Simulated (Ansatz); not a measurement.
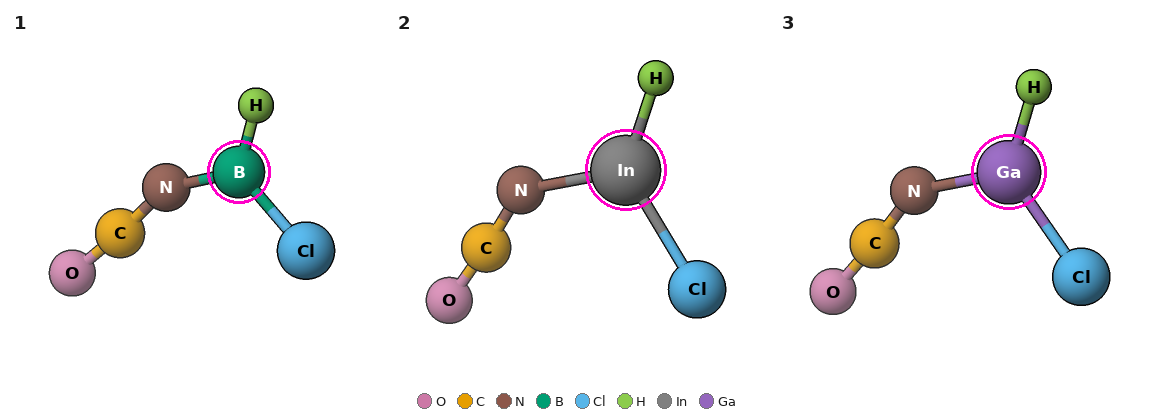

3 molecules with one skeleton, seen from the same side and at one scale; the atom that differs is circled. Each species is neutral and a spin singlet. Computed geometries: PBE0-D4/def2-TZVP optimisations, one conformation each. Properties computed with Ansatz 0.2.0. Elements past Kr carry core potentials.

One atom differs, called X below: B in panel 1, In in panel 2, Ga in panel 3. Their formulas are CHBClNO (`O=C=NBCl`), CHClInNO (`O=C=[N][InH][Cl]`), CHClGaNO (`O=C=[N][GaH][Cl]`).

> Rank them by the dipole moment, lowest first (B3LYP-D4/def2-TZVPP).

1 (B), 3 (Ga), 2 (In).

> Rank them by the HOMO–LUMO gap, lowest first (ωB97M-V/def2-SVP).

2 (In), 3 (Ga), 1 (B).

Give the values. With PBE0-D4/def2-TZVP: length of X–Cl (Å), length of X–H (Å), length of X–N (Å), angle N–X–Cl (°), harmonic zero-point energy (kJ/mol). With ωB97M-V/def2-SVP: HOMO energy (Kohn–Sham orbital) (eV), HOMO–LUMO gap (eV). With B3LYP-D4/def2-TZVPP: dipole moment (D).

| quantity | 1 (B) | 2 (In) | 3 (Ga) |
| --- | --- | --- | --- |
| length of X–Cl (Å) | 1.751 | 2.315 | 2.132 |
| length of X–H (Å) | 1.188 | 1.687 | 1.540 |
| length of X–N (Å) | 1.405 | 2.020 | 1.824 |
| angle N–X–Cl (°) | 120.8 | 111.3 | 115.2 |
| HOMO energy (Kohn–Sham orbital) (eV) | −11.20 | −10.59 | −10.89 |
| HOMO–LUMO gap (eV) | 11.63 | 10.28 | 10.97 |
| dipole moment (D) | 0.72 | 3.60 | 2.51 |
| harmonic zero-point energy (kJ/mol) | 73.5 | 53.4 | 57.1 |
